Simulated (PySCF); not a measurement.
**Run report: C6H14N2Sn, geometry relaxation (part 2 of 2)**

Continued. System: C6H14N2Sn (Sn(vinyl)2(NHMe)2). Method: PBE0-D3(BJ)/def2-SVP geometry optimisation, gas phase (PySCF 2.14.0). It belongs to a series of runs on one base structure; here: two ligands: Cl to NHMe.

Geometry of the input (Å):
```
Sn 0.2933  -0.0822  0.1855
C  0.0071  0.0062  2.3223
C  -0.0517  -1.0704  3.0545
H  0.0394  1.0053  2.7699
H  0.0867  -2.0714  2.6299
H  -0.1054  -0.9934  4.1481
C  2.2546  -0.1012  -0.6641
C  3.0320  0.9762  -0.8989
H  2.5815  -1.0698  -0.8450
H  2.6494  1.9516  -0.6241
H  3.9496  0.8597  -1.2810
N  -0.5349  1.8420  -0.3785
C  -0.7105  2.2642  -1.8172
H  -1.4944  2.0374  0.0654
H  -0.7950  3.2811  -1.8432
H  0.3174  2.0435  -2.2540
H  -1.4249  1.7775  -2.3548
N  -0.6488  -1.7837  -0.4342
C  -1.9983  -2.1637  -0.1320
H  -0.5297  -1.9595  -1.4206
H  -2.1876  -3.2097  -0.3234
H  -2.1615  -1.9806  0.8818
H  -2.7112  -1.5695  -0.8082
```

**Trajectory as extended XYZ, continued**
```
23
Properties=species:S:1:pos:R:3:forces:R:3 step=8 energy=-15242.04407
Sn    0.3219    0.0011    0.2616    0.0086  -0.0162  -0.0203
C     0.1077   -0.0711    2.3782   -0.0227  -0.0110   0.0024
C    -0.1004   -1.2405    2.9910   -0.0293   0.0230   0.0186
H     0.1743    0.8477    2.9736    0.0222  -0.0054  -0.0101
H    -0.1803   -2.1793    2.4298    0.0126   0.0126  -0.0142
H    -0.2069   -1.3120    4.0804   -0.0011  -0.0056   0.0097
C     2.2879   -0.0319   -0.5570   -0.0087  -0.0010  -0.0023
C     2.8999    1.1006   -0.9154    0.0016  -0.0069  -0.0181
H     2.8059   -0.9910   -0.6824    0.0031   0.0147   0.0151
H     2.4110    2.0763   -0.8081   -0.0021  -0.0028   0.0051
H     3.9136    1.1055   -1.3353   -0.0024   0.0034   0.0003
N    -0.4541    1.7766   -0.3879    0.0555   0.0089  -0.0023
C    -0.6739    2.0316   -1.7918   -0.0123  -0.0083   0.0348
H    -1.1829    2.1709    0.1985   -0.0230  -0.0180   0.0154
H    -0.7386    3.1158   -1.9962   -0.0072   0.0055  -0.0055
H     0.1808    1.6595   -2.3803    0.0089  -0.0089  -0.0040
H    -1.5848    1.5637   -2.2187   -0.0109   0.0044  -0.0165
N    -0.5938   -1.7158   -0.3690    0.0062   0.0040  -0.0035
C    -2.0153   -1.9119   -0.2110    0.0126  -0.0170   0.0120
H    -0.2496   -2.0740   -1.2552   -0.0021   0.0074   0.0001
H    -2.2789   -2.9853   -0.2481    0.0001   0.0115  -0.0023
H    -2.3353   -1.5513    0.7810   -0.0017  -0.0056  -0.0058
H    -2.6509   -1.3958   -0.9595   -0.0080   0.0112  -0.0086
23
Properties=species:S:1:pos:R:3:forces:R:3 step=9 energy=-15242.04721
Sn    0.3477   -0.0082    0.2755   -0.0293  -0.0390   0.0146
C     0.1154   -0.0791    2.3913    0.0256   0.0151   0.0291
C    -0.1424   -1.2387    3.0036   -0.0451   0.0164  -0.0432
H     0.2231    0.8350    2.9878    0.0082   0.0026  -0.0076
H    -0.2593   -2.1681    2.4336    0.0143  -0.0157   0.0148
H    -0.2586   -1.3098    4.0922    0.0038  -0.0014  -0.0001
C     2.3125   -0.0329   -0.5436   -0.0251  -0.0081   0.0269
C     2.8905    1.1033   -0.9438    0.1023  -0.0118  -0.0614
H     2.8542   -0.9837   -0.6322   -0.0005   0.0489   0.0024
H     2.3781    2.0703   -0.8711   -0.0213  -0.0214   0.0200
H     3.9041    1.1201   -1.3674   -0.0422   0.0026   0.0162
N    -0.4321    1.7661   -0.3682    0.0672   0.0113  -0.0064
C    -0.6913    2.0116   -1.7663   -0.0338   0.0344   0.0188
H    -1.1337    2.1761    0.2397   -0.0352  -0.0130   0.0098
H    -0.7471    3.0954   -1.9802   -0.0022  -0.0198   0.0017
H     0.1386    1.6216   -2.3778    0.0127  -0.0124  -0.0077
H    -1.6223    1.5542   -2.1600   -0.0083  -0.0001  -0.0172
N    -0.5746   -1.7175   -0.3658    0.0225   0.0067  -0.0088
C    -2.0032   -1.8905   -0.2511    0.0173  -0.0107   0.0464
H    -0.2064   -2.0887   -1.2368   -0.0137   0.0060  -0.0011
H    -2.2818   -2.9599   -0.2951   -0.0058   0.0176  -0.0053
H    -2.3467   -1.5234    0.7312    0.0018  -0.0147  -0.0198
H    -2.6075   -1.3635   -1.0172   -0.0132   0.0066  -0.0221
23
Properties=species:S:1:pos:R:3:forces:R:3 step=10 energy=-15242.04940
Sn    0.3698   -0.0175    0.2862   -0.0235  -0.0211   0.0204
C     0.1211   -0.0814    2.3996    0.0521  -0.0261  -0.0165
C    -0.1828   -1.2315    3.0087   -0.0368   0.0282   0.0324
H     0.2596    0.8296    2.9948   -0.0142  -0.0113   0.0035
H    -0.3241   -2.1628    2.4472    0.0139   0.0178  -0.0226
H    -0.3116   -1.2930    4.0962    0.0030  -0.0087   0.0133
C     2.3347   -0.0325   -0.5327   -0.0003  -0.0293   0.0297
C     2.8916    1.1005   -0.9697    0.0717   0.0069  -0.0445
H     2.8939   -0.9749   -0.5930   -0.0024   0.0315  -0.0073
H     2.3589    2.0579   -0.9192   -0.0065  -0.0071   0.0072
H     3.9029    1.1250   -1.3986   -0.0503  -0.0030   0.0237
N    -0.4157    1.7564   -0.3489    0.0397   0.0308  -0.0181
C    -0.7082    1.9979   -1.7410   -0.0359   0.0424  -0.0013
H    -1.1049    2.1653    0.2743   -0.0268  -0.0095  -0.0027
H    -0.7655    3.0812   -1.9586    0.0030  -0.0262   0.0069
H     0.1050    1.6022   -2.3716    0.0079  -0.0081  -0.0027
H    -1.6503    1.5435   -2.1118   -0.0009  -0.0037  -0.0064
N    -0.5560   -1.7187   -0.3680    0.0220  -0.0073  -0.0113
C    -1.9884   -1.8761   -0.2824    0.0080   0.0050   0.0393
H    -0.1750   -2.0917   -1.2328   -0.0143   0.0020  -0.0029
H    -2.2783   -2.9414   -0.3412   -0.0060   0.0098  -0.0054
H    -2.3475   -1.5132    0.6959    0.0045  -0.0128  -0.0169
H    -2.5719   -1.3351   -1.0554   -0.0081  -0.0003  -0.0178
23
Properties=species:S:1:pos:R:3:forces:R:3 step=11 energy=-15242.05061
Sn    0.3807   -0.0231    0.2909   -0.0373   0.0388  -0.0034
C     0.1268   -0.0829    2.4041    0.0374  -0.0057  -0.0015
C    -0.2020   -1.2250    3.0149   -0.0116   0.0033  -0.0029
H     0.2752    0.8279    2.9968   -0.0117  -0.0019   0.0049
H    -0.3501   -2.1529    2.4496   -0.0016  -0.0012   0.0007
H    -0.3388   -1.2854    4.1018    0.0026  -0.0004  -0.0007
C     2.3465   -0.0342   -0.5266   -0.0040  -0.0085   0.0208
C     2.8947    1.0974   -0.9783    0.0287   0.0082  -0.0158
H     2.9128   -0.9722   -0.5786   -0.0012   0.0075  -0.0057
H     2.3552    2.0511   -0.9347   -0.0024  -0.0017  -0.0004
H     3.9040    1.1240   -1.4094   -0.0201  -0.0015   0.0110
N    -0.4110    1.7540   -0.3414    0.0363  -0.0069   0.0006
C    -0.7179    1.9949   -1.7309   -0.0186   0.0056  -0.0080
H    -1.1035    2.1526    0.2856   -0.0097  -0.0123  -0.0042
H    -0.7826    3.0776   -1.9475    0.0037  -0.0136   0.0076
H     0.0916    1.6029   -2.3691    0.0006  -0.0005   0.0009
H    -1.6610    1.5358   -2.0946    0.0058  -0.0015   0.0026
N    -0.5457   -1.7202   -0.3726    0.0063  -0.0124  -0.0009
C    -1.9794   -1.8718   -0.2947   -0.0037   0.0121   0.0077
H    -0.1643   -2.0875   -1.2396   -0.0058   0.0010  -0.0023
H    -2.2743   -2.9346   -0.3664   -0.0013  -0.0006  -0.0024
H    -2.3425   -1.5176    0.6847    0.0052  -0.0043  -0.0052
H    -2.5571   -1.3211   -1.0660    0.0019  -0.0034  -0.0033
23
Properties=species:S:1:pos:R:3:forces:R:3 step=12 energy=-15242.05109
Sn    0.3833   -0.0220    0.2932   -0.0093   0.0024   0.0015
C     0.1315   -0.0839    2.4066    0.0078  -0.0011  -0.0056
C    -0.2066   -1.2249    3.0142    0.0012  -0.0075  -0.0001
H     0.2798    0.8255    3.0013    0.0007  -0.0009   0.0034
H    -0.3582   -2.1506    2.4463   -0.0012  -0.0030   0.0033
H    -0.3449   -1.2875    4.1008   -0.0017   0.0020  -0.0028
C     2.3499   -0.0310   -0.5218    0.0030   0.0058   0.0023
C     2.8968    1.0999   -0.9775   -0.0161   0.0022   0.0078
H     2.9180   -0.9674   -0.5731    0.0037  -0.0084   0.0014
H     2.3548    2.0523   -0.9367    0.0032   0.0042  -0.0018
H     3.9053    1.1267   -1.4077    0.0088   0.0003  -0.0034
N    -0.4103    1.7519   -0.3396    0.0001   0.0255   0.0063
C    -0.7218    1.9886   -1.7288   -0.0025  -0.0143  -0.0178
H    -1.1081    2.1435    0.2862   -0.0004  -0.0076  -0.0035
H    -0.7929    3.0701   -1.9462    0.0013   0.0023   0.0010
H     0.0889    1.6000   -2.3677   -0.0034   0.0042   0.0015
H    -1.6627    1.5232   -2.0901    0.0040  -0.0011   0.0048
N    -0.5420   -1.7183   -0.3748    0.0015  -0.0114   0.0072
C    -1.9762   -1.8670   -0.2988   -0.0072   0.0114  -0.0129
H    -0.1623   -2.0820   -1.2440    0.0029   0.0015  -0.0023
H    -2.2740   -2.9286   -0.3762    0.0016  -0.0051  -0.0003
H    -2.3394   -1.5171    0.6817   -0.0005   0.0019   0.0046
H    -2.5518   -1.3118   -1.0688    0.0028  -0.0032   0.0053
23
Properties=species:S:1:pos:R:3:forces:R:3 step=13 energy=-15242.05139
Sn    0.3845   -0.0199    0.2957    0.0020  -0.0009  -0.0065
C     0.1350   -0.0875    2.4090   -0.0088   0.0001   0.0002
C    -0.2075   -1.2289    3.0135    0.0070  -0.0087  -0.0015
H     0.2843    0.8196    3.0071    0.0041   0.0016   0.0011
H    -0.3610   -2.1533    2.4438   -0.0028  -0.0001   0.0007
H    -0.3467   -1.2935    4.0998   -0.0007   0.0019  -0.0018
C     2.3525   -0.0262   -0.5159    0.0059   0.0096  -0.0065
C     2.8988    1.1042   -0.9740   -0.0265  -0.0013   0.0141
H     2.9224   -0.9616   -0.5651    0.0017  -0.0099   0.0042
H     2.3561    2.0563   -0.9365    0.0022   0.0032  -0.0019
H     3.9077    1.1305   -1.4029    0.0156   0.0016  -0.0061
N    -0.4119    1.7523   -0.3397    0.0006   0.0189   0.0065
C    -0.7267    1.9822   -1.7297    0.0015  -0.0211  -0.0080
H    -1.1129    2.1404    0.2846   -0.0016  -0.0027  -0.0011
H    -0.8032    3.0625   -1.9506   -0.0013   0.0071  -0.0011
H     0.0849    1.5954   -2.3685   -0.0011   0.0035   0.0020
H    -1.6656    1.5105   -2.0876    0.0019   0.0005   0.0020
N    -0.5395   -1.7162   -0.3753   -0.0019  -0.0079   0.0086
C    -1.9744   -1.8612   -0.3035   -0.0042   0.0036  -0.0133
H    -0.1588   -2.0785   -1.2447    0.0040   0.0020  -0.0017
H    -2.2748   -2.9219   -0.3840    0.0025  -0.0031   0.0007
H    -2.3393   -1.5124    0.6767   -0.0016   0.0025   0.0052
H    -2.5465   -1.3032   -1.0740    0.0015  -0.0002   0.0041
23
Properties=species:S:1:pos:R:3:forces:R:3 step=14 energy=-15242.05182
Sn    0.3877   -0.0161    0.3015    0.0134  -0.0039  -0.0092
C     0.1402   -0.0934    2.4144   -0.0227  -0.0007   0.0020
C    -0.2102   -1.2378    3.0086    0.0093  -0.0014   0.0022
H     0.2947    0.8080    3.0197    0.0059  -0.0026  -0.0018
H    -0.3697   -2.1560    2.4306   -0.0018  -0.0001   0.0004
H    -0.3498   -1.3108    4.0944   -0.0005   0.0002   0.0008
C     2.3583   -0.0168   -0.5037    0.0016   0.0076  -0.0120
C     2.8985    1.1143   -0.9671   -0.0134  -0.0045   0.0098
H     2.9339   -0.9494   -0.5458   -0.0007  -0.0014   0.0049
H     2.3502    2.0635   -0.9371    0.0003   0.0012  -0.0003
H     3.9088    1.1441   -1.3931    0.0114   0.0029  -0.0043
N    -0.4133    1.7528   -0.3392    0.0002   0.0089   0.0049
C    -0.7346    1.9676   -1.7306    0.0052  -0.0150   0.0054
H    -1.1184    2.1370    0.2830   -0.0012   0.0022  -0.0005
H    -0.8207    3.0453   -1.9601   -0.0046   0.0069  -0.0034
H     0.0786    1.5826   -2.3684    0.0020   0.0014   0.0002
H    -1.6702    1.4844   -2.0810   -0.0024   0.0008  -0.0029
N    -0.5344   -1.7123   -0.3739   -0.0059  -0.0015   0.0075
C    -1.9709   -1.8490   -0.3131    0.0006  -0.0063  -0.0063
H    -0.1499   -2.0737   -1.2420    0.0032   0.0011  -0.0007
H    -2.2764   -2.9080   -0.3983    0.0019   0.0010   0.0009
H    -2.3406   -1.5007    0.6656   -0.0016   0.0009   0.0019
H    -2.5343   -1.2860   -1.0860   -0.0002   0.0024   0.0003
23
Properties=species:S:1:pos:R:3:forces:R:3 step=15 energy=-15242.05203
Sn    0.3890   -0.0141    0.3039    0.0078  -0.0099  -0.0026
C     0.1408   -0.0989    2.4169   -0.0166  -0.0002   0.0032
C    -0.2108   -1.2442    3.0091    0.0053   0.0013  -0.0033
H     0.2995    0.7995    3.0255    0.0047   0.0013  -0.0023
H    -0.3746   -2.1609    2.4299    0.0011   0.0022  -0.0026
H    -0.3480   -1.3188    4.0950   -0.0006  -0.0004   0.0009
C     2.3614   -0.0089   -0.4973   -0.0006   0.0009  -0.0078
C     2.8989    1.1231   -0.9616    0.0002  -0.0021   0.0032
H     2.9405   -0.9396   -0.5347   -0.0016   0.0032   0.0033
H     2.3475    2.0707   -0.9361   -0.0018  -0.0009   0.0016
H     3.9108    1.1554   -1.3845    0.0003   0.0018  -0.0002
N    -0.4154    1.7533   -0.3385    0.0013  -0.0006   0.0031
C    -0.7391    1.9584   -1.7311    0.0059  -0.0037   0.0095
H    -1.1247    2.1335    0.2816   -0.0014   0.0044   0.0002
H    -0.8338    3.0344   -1.9658   -0.0046   0.0021  -0.0021
H     0.0771    1.5770   -2.3671    0.0023   0.0002  -0.0012
H    -1.6710    1.4663   -2.0787   -0.0036  -0.0005  -0.0046
N    -0.5315   -1.7104   -0.3750   -0.0033   0.0041   0.0030
C    -1.9688   -1.8430   -0.3214    0.0047  -0.0062   0.0012
H    -0.1444   -2.0699   -1.2429    0.0010  -0.0002   0.0004
H    -2.2769   -2.9009   -0.4107    0.0010   0.0023   0.0001
H    -2.3420   -1.4963    0.6568   -0.0003  -0.0010  -0.0013
H    -2.5272   -1.2761   -1.0951   -0.0013   0.0019  -0.0019
```

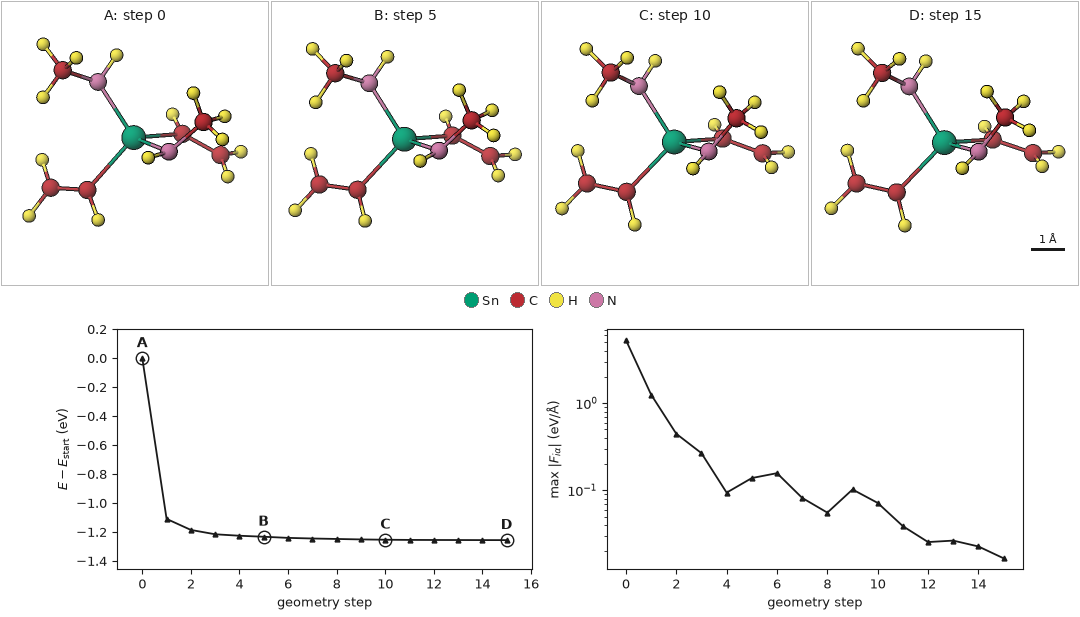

Fig. 1: Frames of the relaxation (ball-and-stick view, seen at a tilt) above the curves, on which the letters mark them (steps are counted from 0).

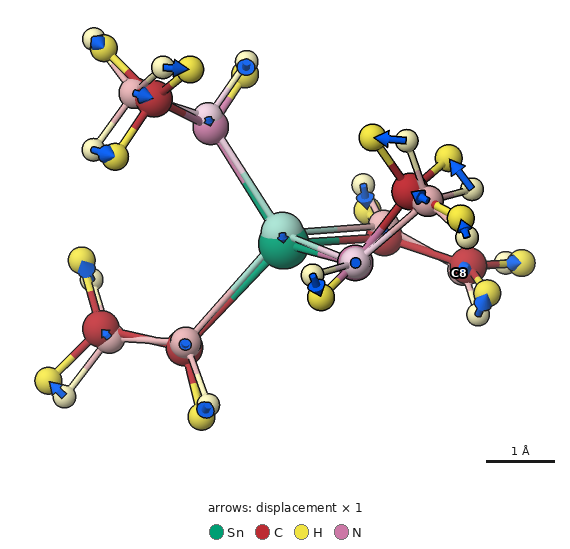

Fig. 2: Start (faint) and end (solid) with the displacements as blue arrows, at true length (ball-and-stick view, seen at a tilt). The two geometries are laid on each other by the best rigid fit. The energy falls by 1.255 eV in 15 geometry steps. The largest force component goes from 5.3 to 0.017 eV/Å. The largest move after the best rigid fit is that of H16, 0.58 Å. Largest moves by element: H 0.58 Å, C 0.36 Å, Sn 0.17 Å, N 0.15 Å. Distances before and after: Sn1–N12 2.169 → 2.045 Å, C8–H11 1.001 → 1.097 Å, C13–H15 1.021 → 1.105 Å, N12–C13 1.510 → 1.444 Å. Among the angles that change: Sn1–C7–H9 111.5° → 120.0°, C13–N12–H14 103.8° → 112.3°, N12–C13–H16 101.9° → 109.9°. (Atoms are counted from 1 in the order of the input.)

**Results in brief**

```tsv
quantity	value
outcome	converged
total energy	−560.135085 hartree
dipole moment	0.45 D
point group	C2
hardware	1 CPU thread, shared host
wall time	8.8 min
peak memory	1 GiB
```
